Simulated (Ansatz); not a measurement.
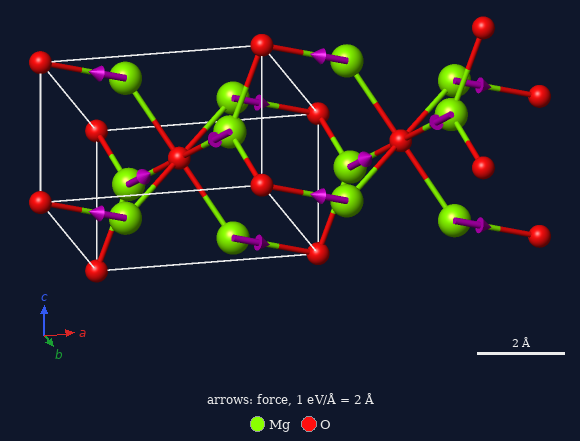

Starting geometry of solid Mg2O (built on the rutile_136 type) (coarse preliminary run) with the computed forces as purple arrows. A ball-and-stick model of the cell of the calculation, repeated 2 × 1 × 1 with one cell outlined, seen from a free direction.

Case: anti-rutile type (P4_2/mnm, No. 136).

Computed with DFT PBE, scalar-relativistic, plane waves, PAW in Ansatz.

The input:
```yaml
crystal:
  lattice:
    - [5.2901358324, 0.0, 0.0]
    - [0.0, 5.2901358324, 0.0]
    - [0.0, 0.0, 3.4073817867]
  atoms:
    - { symbol: Mg, position: [0.306, 0.306, 0.0] }
    - { symbol: Mg, position: [0.194, 0.806, 0.5] }
    - { symbol: Mg, position: [0.694, 0.694, 0.0] }
    - { symbol: Mg, position: [0.806, 0.194, 0.5] }
    - { symbol: O, position: [0.0, 0.0, 0.0] }
    - { symbol: O, position: [0.5, 0.5, 0.5] }
basis:
  ecutwfc: 420
kpoints:
  mp_grid: { grid: [4, 4, 6] }
hamiltonian:
  xc: pbe
scf:
  occupations: { method: gaussian, width: 0.1 }
  lower_state_search: "off"
output:
  forces: true
  stress: true
  eigenvalues: true
relax:
  adjacent_minimum: "off"
  f_tol: 0.04
  max_steps: 70
  cell: { stress_tol: 0.4 }
```

Run as
```bash
ansatz run input.yaml --threads 1 --pin off --max-ram 2560MiB --backend cpu --events-out ev --progress --plain --runs-dir out
```

Question: What follows when this structure is relaxed?

Answer: It isn't relaxed: the largest force vector, on Mg atoms, is 0.50 eV/Å. The atoms end up moving mostly along the starting forces (cosine between the two patterns 1.00). The largest moves relative to the cell, 0.091 Å, are those of Mg1, Mg2, Mg3 and Mg4. Mg1 goes along [−1 −1 0]. O stays in place. The drawn cell changes as follows: a = b 5.290 → 5.242 Å (−0.9 %), c 3.407 → 3.135 Å (−8.0 %); the volume changes by −9.6 %. Some distances before and after: Mg1–O5 2.289 → 2.177 Å, Mg1–O6 2.238 → 2.190 Å. Bond angles that change, for instance: Mg1–O6–Mg1 99.1° → 91.4°, O5–Mg2–O5 99.1° → 91.4°, Mg1–O6–Mg3 80.9° → 88.6°. The space group stays P4_2/mnm (No. 136). Over 3 accepted moves (4 points after the start) the energy falls by 70.5 meV per atom. Largest force component: 0.35 eV/Å at the start, 0.011 eV/Å at the end. Pressure: −5.49 GPa at the start and −0.14 GPa at the end. The SCF was repeated once at an unchanged geometry on a basis and grid sized afresh for the cell, which shifted the energy by 1.2 meV per atom at most. The run took 16 s on 1 thread of Intel(R) Xeon(R) Platinum 8375C CPU @ 2.90GHz (Ice Lake), with other jobs on the host, peak memory 0.42 GiB.
